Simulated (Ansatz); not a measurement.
# CH6GaN (SMILES [CH3][GaH][NH2]): CCSD/6-31G(d) (spherical functions)

What is the energy change on altering one bond length of CH6GaN at CCSD/6-31G* (spherical functions)? 

The results are computed with Ansatz 0.2.0.

65 further runs of the same task are left out: 1 that didn't finish, 64 set aside as unsound or not needed.

## (1) Starting point

CH6GaN: 9 atoms, total charge 0, spin state singlet. As SMILES, `[CH3][GaH][NH2]`. The shape is that of a PBE0-D4/def2-TZVP optimisation.

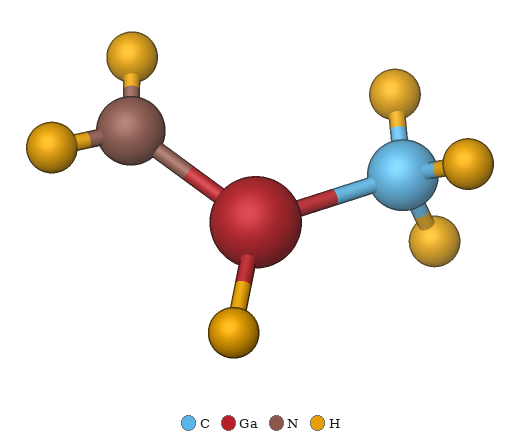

Viewed from a chosen angle; carbon blue, gallium red, nitrogen brown, hydrogen amber.

## (2) A single-point energy at CCSD/6-31G(d) (spherical functions)

The input, run.yaml:

```yaml
crystal:
  periodic: [false, false, false]
  atoms:
    - {symbol: C, position_ang: [-0.279100, 0.944700, -1.124800]}
    - {symbol: Ga, position_ang: [0.513400, -0.531900, -0.104400]}
    - {symbol: "N", position_ang: [-0.068200, -0.807600, 1.596800]}
    - {symbol: H, position_ang: [-0.756000, 0.568300, -2.033100]}
    - {symbol: H, position_ang: [0.493400, 1.652200, -1.435600]}
    - {symbol: H, position_ang: [-1.026300, 1.483500, -0.540100]}
    - {symbol: H, position_ang: [1.617900, -1.521300, -0.608700]}
    - {symbol: H, position_ang: [0.276500, -1.536600, 2.197700]}
    - {symbol: H, position_ang: [-0.771600, -0.251300, 2.052200]}
basis:
  gaussian:
    orbitals: 6-31G_st_-spherical.json
magnetization:
  spin_polarized: false
correlation:
  method: ccsd
  frozen_orbitals: {C: 1, Ga: 9, H: 0, "N": 1}
accuracy: high
scf:
  omitted_lower_state_checks: [cluster_reference, increment]
```

The basis set 6-31G* is read from a file made from the Basis Set Exchange's data (not shown).

The run is started by

```bash
ansatz run run.yaml --threads 1 --pin off --max-ram 3480MiB --events-out events.jsonl --progress --plain --runs-dir runs
```

Log:

```text
Warning: RAYON_NUM_THREADS=1 ignored (pool sized by the plan → 1); use --threads N
Functional definition: HF
  name "HF"
  exchange = exact_x
  correlation = 0
these checks for a lower state are left out or cut short: cluster_reference, increment
1652 factors; integrals over basis functions are off by at most 4.7e-9 eV
mean field evaluation 1: about -54930.5298 eV, gradient 3.6e1 eV
mean field evaluation 2: about -54930.6014 eV, gradient 3.6e1 eV
mean field evaluation 4: about -54933.6817 eV, gradient 3.0e0 eV
mean field evaluation 8: about -54933.7169 eV, gradient 1.1e-4 eV
mean field -54933.71689513 eV, -2018.7768604852 hartree, gradient 6.6e-9 eV, S^2 0.000000; 0 other end points of the search recorded, 0 dependent functions left out
11 core orbitals not correlated: weight in the atoms' cores, before any rotation towards them, 1.000 or more for the frozen orbitals, at most 0.000 for the correlated occupied ones
reference -54933.71689513 eV, -2018.7768604852 hartree; 14, 14 occupied and 47, 47 virtual orbitals, 1652 factors
second order -14.68326620 eV of doubles, -0.00000000 eV of singles
cycle   1  -14.52782988 eV  change    1.6e-1 eV  update   9.9e-2
cycle   2  -15.01957500 eV  change   -4.9e-1 eV  update   3.1e-2
cycle   3  -15.11960853 eV  change   -1.0e-1 eV  update   1.7e-2
cycle   4  -15.11189126 eV  change    7.7e-3 eV  update   5.0e-3
cycle   5  -15.11198132 eV  change   -9.0e-5 eV  update   2.2e-3
cycle   6  -15.11117171 eV  change    8.1e-4 eV  update   6.9e-4
cycle   7  -15.11099496 eV  change    1.8e-4 eV  update   2.5e-4
cycle   8  -15.11097670 eV  change    1.8e-5 eV  update   5.8e-5
cycle   9  -15.11099171 eV  change   -1.5e-5 eV  update   1.7e-5
cycle  10  -15.11098031 eV  change    1.1e-5 eV  update   4.9e-6
cycle  11  -15.11098212 eV  change   -1.8e-6 eV  update   1.9e-6
cycle  12  -15.11098377 eV  change   -1.6e-6 eV  update   5.4e-7
cycle  13  -15.11098402 eV  change   -2.5e-7 eV  update   1.7e-7
cycle  14  -15.11098411 eV  change   -9.0e-8 eV  update   6.1e-8
cycle  15  -15.11098412 eV  change   -1.1e-8 eV  update   2.6e-8
cycle  16  -15.11098416 eV  change   -4.0e-8 eV  update   1.1e-7
cycle  17  -15.11098415 eV  change    1.4e-8 eV  update   2.8e-8
cycle  18  -15.11098416 eV  change   -7.5e-9 eV  update   1.2e-8
cycle  19  -15.11098416 eV  change   -1.0e-9 eV  update   3.6e-9
cycle  20  -15.11098416 eV  change   2.0e-11 eV  update   1.1e-9
Total energy: -54948.82787928 eV, -2019.3321789104 hartree
Checks for a lower state left out: cluster_reference, increment
```

Run time: 8.1 s. Hardware: 1 thread of Arm Neoverse V1, shared host; peak memory 0.31 GiB.

## (3) The distorted shape

The input, run.yaml:

```yaml
crystal:
  periodic: [false, false, false]
  atoms:
    - symbol: C
      position_ang: [0.186181, 1.165260, -2.485763]
    - symbol: Ga
      position_ang: [0.978681, -0.311340, -1.465363]
    - symbol: "N"
      position_ang: [-0.068200, -0.807600, 1.596800]
    - symbol: H
      position_ang: [-0.290719, 0.788860, -3.394063]
    - symbol: H
      position_ang: [0.958681, 1.872760, -2.796563]
    - symbol: H
      position_ang: [-0.561019, 1.704060, -1.901063]
    - symbol: H
      position_ang: [2.083181, -1.300740, -1.969663]
    - symbol: H
      position_ang: [0.276500, -1.536600, 2.197700]
    - symbol: H
      position_ang: [-0.771600, -0.251300, 2.052200]
basis:
  gaussian: {orbitals: 6-31G_st_-spherical.json}
scf: {omitted_lower_state_checks: [cluster_reference, increment]}
accuracy: high
correlation: {method: ccsd, frozen_orbitals: {C: 1, Ga: 9, H: 0, "N": 1}}
total_charge: 0
```

The basis set 6-31G* is read from a file made from the Basis Set Exchange's data (not shown).

The run is started by

```bash
ansatz run run.yaml --threads 1 --pin off --max-ram 3480MiB --events-out events.jsonl --progress --plain --runs-dir runs
```

Log:

```text
Warning: RAYON_NUM_THREADS=1 ignored (pool sized by the plan → 1); use --threads N
[... 4 set-up lines as earlier in the session ...]
these checks for a lower state are left out or cut short: cluster_reference, increment
1583 factors; integrals over basis functions are off by at most 1.2e-8 eV
mean field evaluation 1: about -54922.9821 eV, gradient 4.5e1 eV
mean field evaluation 2: about -54923.0328 eV, gradient 4.5e1 eV
mean field evaluation 4: about -54928.0414 eV, gradient 1.1e1 eV
mean field evaluation 8: about -54928.5418 eV, gradient 4.3e-1 eV
mean field evaluation 16: about -54928.5526 eV, gradient 7.8e-7 eV
mean field -54928.55261686 eV, -2018.5870767595 hartree, gradient 2.8e-8 eV, S^2 0.000000; 0 other end points of the search recorded, 0 dependent functions left out; unrestricted orbitals would lower it
11 core orbitals not correlated: weight in the atoms' cores, before any rotation towards them, 1.000 or more for the frozen orbitals, at most 0.000 for the correlated occupied ones
reference -54928.55261686 eV, -2018.5870767595 hartree; 14, 14 occupied and 47, 47 virtual orbitals, 1583 factors
second order -14.84534864 eV of doubles, -0.00000000 eV of singles
cycle   1  -14.57576183 eV  change    2.7e-1 eV  update   1.7e-1
cycle   2  -15.08804667 eV  change   -5.1e-1 eV  update   8.4e-2
cycle   3  -15.34538389 eV  change   -2.6e-1 eV  update   6.6e-2
cycle   4  -15.40271713 eV  change   -5.7e-2 eV  update   3.4e-2
cycle   5  -15.36800866 eV  change    3.5e-2 eV  update   1.9e-2
cycle   6  -15.36773207 eV  change    2.8e-4 eV  update   1.1e-2
cycle   7  -15.36934230 eV  change   -1.6e-3 eV  update   6.1e-3
cycle   8  -15.36824672 eV  change    1.1e-3 eV  update   4.4e-3
cycle   9  -15.36929996 eV  change   -1.1e-3 eV  update   2.7e-3
cycle  10  -15.37106529 eV  change   -1.8e-3 eV  update   1.2e-3
cycle  11  -15.36983129 eV  change    1.2e-3 eV  update   4.9e-4
cycle  12  -15.36956028 eV  change    2.7e-4 eV  update   2.2e-4
cycle  13  -15.36973351 eV  change   -1.7e-4 eV  update   1.3e-4
cycle  14  -15.36971849 eV  change    1.5e-5 eV  update   9.8e-5
cycle  15  -15.36976696 eV  change   -4.8e-5 eV  update   9.5e-5
cycle  16  -15.36978456 eV  change   -1.8e-5 eV  update   9.4e-5
cycle  17  -15.36977981 eV  change    4.7e-6 eV  update   9.4e-5
cycle  18  -15.36977888 eV  change    9.3e-7 eV  update   9.4e-5
cycle  19  -15.36978584 eV  change   -7.0e-6 eV  update   9.3e-5
cycle  20  -15.36976092 eV  change    2.5e-5 eV  update   9.3e-5
cycle  21  -15.36976623 eV  change   -5.3e-6 eV  update   9.1e-5
cycle  22  -15.36975901 eV  change    7.2e-6 eV  update   9.4e-5
cycle  23  -15.36967720 eV  change    8.2e-5 eV  update   1.0e-4
cycle  24  -15.36962301 eV  change    5.4e-5 eV  update   5.5e-4
cycle  25  -15.36962798 eV  change   -5.0e-6 eV  update   7.7e-4
cycle  26  -15.36969603 eV  change   -6.8e-5 eV  update   9.1e-4
cycle  27  -15.36958123 eV  change    1.1e-4 eV  update   6.6e-4
cycle  28  -15.36959336 eV  change   -1.2e-5 eV  update   1.0e-3
cycle  29  -15.36979968 eV  change   -2.1e-4 eV  update   1.0e-3
cycle  30  -15.36950541 eV  change    2.9e-4 eV  update   2.6e-4
cycle  31  -15.36962856 eV  change   -1.2e-4 eV  update   1.5e-3
cycle  32  -15.36984545 eV  change   -2.2e-4 eV  update   1.1e-3
cycle  33  -15.36980420 eV  change    4.1e-5 eV  update   4.0e-4
cycle  34  -15.36996366 eV  change   -1.6e-4 eV  update   8.5e-4
cycle  35  -15.37005462 eV  change   -9.1e-5 eV  update   3.6e-4
cycle  36  -15.37010626 eV  change   -5.2e-5 eV  update   9.3e-5
cycle  37  -15.37008283 eV  change    2.3e-5 eV  update   2.9e-5
cycle  38  -15.37010113 eV  change   -1.8e-5 eV  update   7.5e-5
cycle  39  -15.37011179 eV  change   -1.1e-5 eV  update   2.5e-5
cycle  40  -15.37011552 eV  change   -3.7e-6 eV  update   4.2e-6
cycle  41  -15.37011554 eV  change   -2.0e-8 eV  update   2.4e-6
cycle  42  -15.37011541 eV  change    1.3e-7 eV  update   8.8e-7
cycle  43  -15.37011544 eV  change   -2.4e-8 eV  update   4.7e-7
cycle  44  -15.37011540 eV  change    3.1e-8 eV  update   9.4e-8
cycle  45  -15.37011531 eV  change    9.4e-8 eV  update   4.6e-8
cycle  46  -15.37011529 eV  change    2.3e-8 eV  update   2.3e-8
cycle  47  -15.37011529 eV  change   5.3e-10 eV  update   1.6e-8
cycle  48  -15.37011529 eV  change   -1.8e-9 eV  update   1.4e-8
cycle  49  -15.37011529 eV  change   -3.1e-9 eV  update   1.2e-8
cycle  50  -15.37011528 eV  change    9.2e-9 eV  update   1.1e-8
cycle  51  -15.37011527 eV  change    1.1e-8 eV  update   9.8e-9
cycle  52  -15.37011524 eV  change    2.7e-8 eV  update   8.1e-9
cycle  53  -15.37011523 eV  change    1.3e-8 eV  update   5.0e-9
cycle  54  -15.37011524 eV  change   -3.8e-9 eV  update   2.5e-9
cycle  55  -15.37011523 eV  change    3.8e-9 eV  update   1.8e-9
cycle  56  -15.37011523 eV  change   -1.1e-9 eV  update   1.1e-9
Total energy: -54943.92273210 eV, -2019.1519180761 hartree
Checks for a lower state left out: cluster_reference, increment
```

Wall time 19 s (1 thread of Arm Neoverse V1, shared host); peak memory 0.3 GiB.

## (4) Outcome

At CCSD/6-31G* (spherical functions), 11 core orbitals frozen:

| quantity | value |
| --- | --- |
| first shape: total energy | -2019.33218 Eh |
| first shape: correlation energy (11 core orbitals frozen) | -555.3 mEh |
| first shape: T1 diagnostic | 0.014 |
| distorted shape: total energy | -2019.15192 Eh |
| distorted shape: correlation energy (11 core orbitals frozen) | -564.8 mEh |
| distorted shape: T1 diagnostic | 0.041 |
| energy change with the Ga2–N3 bond stretched from 1.819 to 3.274 Å | 4.905 eV |

What this shows: With the Ga2–N3 bond stretched from 1.819 to 3.274 Å the energy rises by 4.91 eV (473 kJ/mol). The first shape isn't relaxed at this level, so the change isn't measured from a minimum. The T1 diagnostic (distorted shape) of 0.041 is above the customary mark for such species, so a single reference may not serve. The restricted solution (distorted shape) is unstable to spin breaking: an unrestricted one lies lower.
